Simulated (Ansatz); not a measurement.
# F4HSi (doublet): what the fields show

Input file:

```
crystal:
  periodic: [false, false, false]
  atoms:
    - {symbol: F, position_ang: [-0.841227, -0.818438, 0.662125]}
    - {symbol: Si, position_ang: [0.517255, 0.134532, -0.096408]}
    - {symbol: F, position_ang: [0.126869, -0.060865, -1.611239]}
    - {symbol: F, position_ang: [0.063489, 1.580732, 0.337128]}
    - {symbol: F, position_ang: [2.099599, 0.100235, -0.016097]}
    - {symbol: H, position_ang: [-1.965985, -0.936097, 0.724392]}
basis:
  gaussian: {orbitals: def2-TZVPP}
magnetization: {spin_polarized: true, initial_magnetization: 1}
hamiltonian: {xc: pbe0, dispersion: d4}
output: {orbitals: {seedname: orbitals}}
```

Run with:

```sh
ansatz run in.yaml --threads 8 --pin off --events-out ev --progress --plain --max-ram 19148MiB
```

A transition-state structure; geometry: PBE0-D4/def2-TZVP.

The calculation used UKS PBE0-D4/def2-TZVPP in Ansatz 0.2.0.

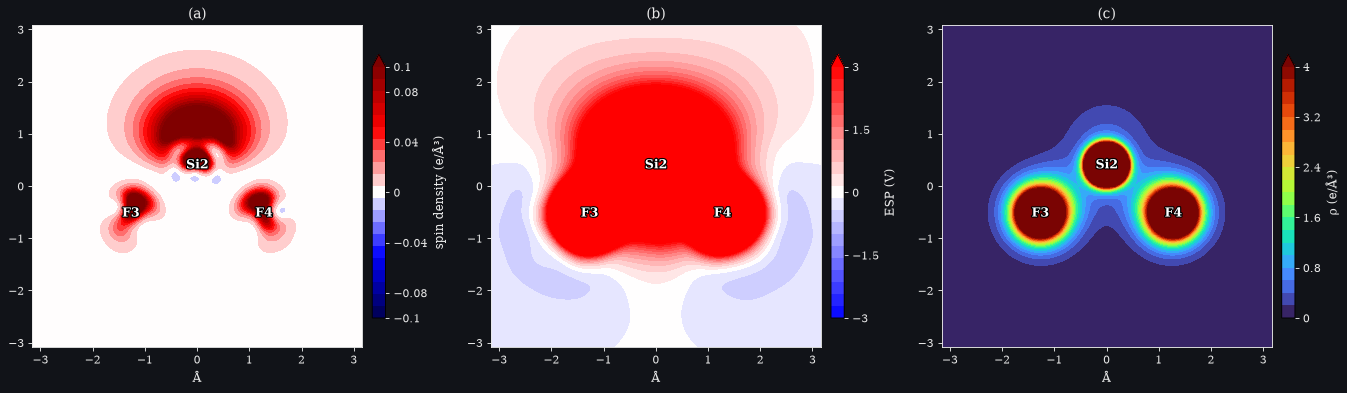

Figure 1. (a) spin density (α minus β); (b) molecular electrostatic potential; (c) electron density on the plane of atoms F3, Si2 and F4.

> Interpret the plot.

The section cuts through Si and F sites. Si–F (1.58 Å): ρ at the midpoint is about 1.2 e/Å³. The unpaired spin (1 electron) lies mostly on H6 (about 0.4), Si2 (about 0.4) and F1 (about 0.1), in electrons by Hirshfeld's partition. Outside the dense part of the molecule the potential is most negative (−0.6 V) near F3 and F4.

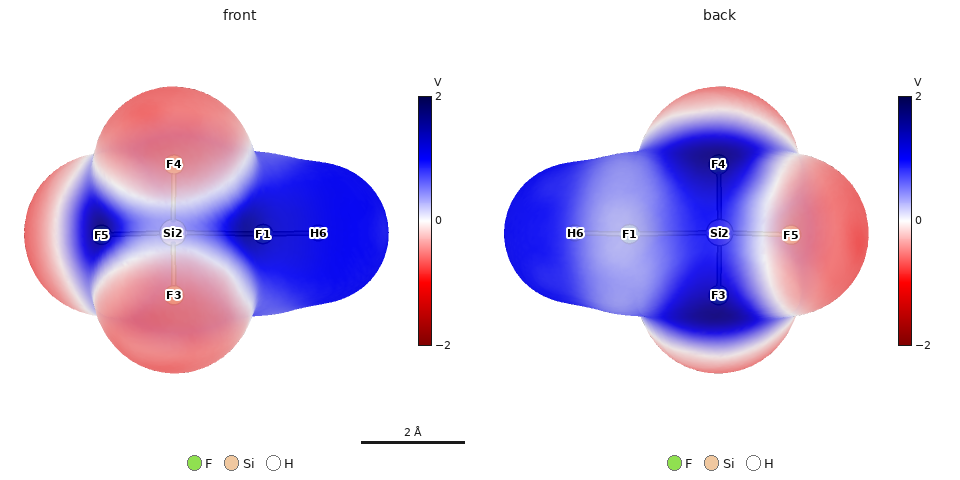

Figure 2. The molecular electrostatic potential painted on the density surface at 0.002 e/bohr³, seen from the front and from behind; the colour scale runs from red (negative) to blue (positive).

> Where is the surface potential most negative and most positive?

The most negative region (about −0.6 V) lies over F4 and F5, the most positive (about +1.6 V) over Si2.

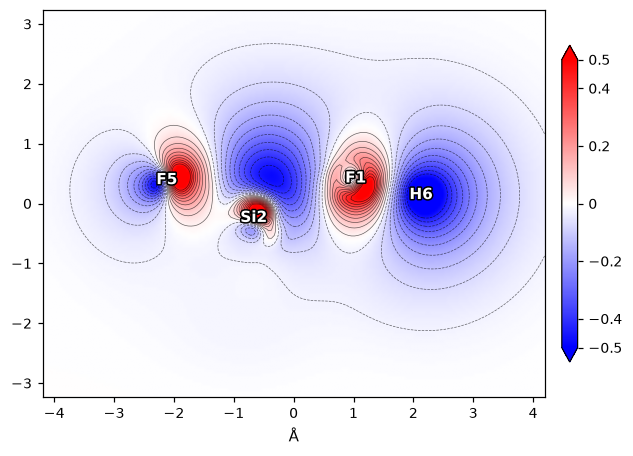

Figure 3. The HOMO (α) on the plane of atoms F1, Si2 and F5 (values in Å⁻³ᐟ²; the overall sign is arbitrary).

> Describe this orbital and give its energy.

By Hirshfeld shares it lies mainly on H6 (about 35 %), Si2 (about 35 %), F1 (about 15 %) and F5 (about 5 %). Its energy is −5.51 eV.
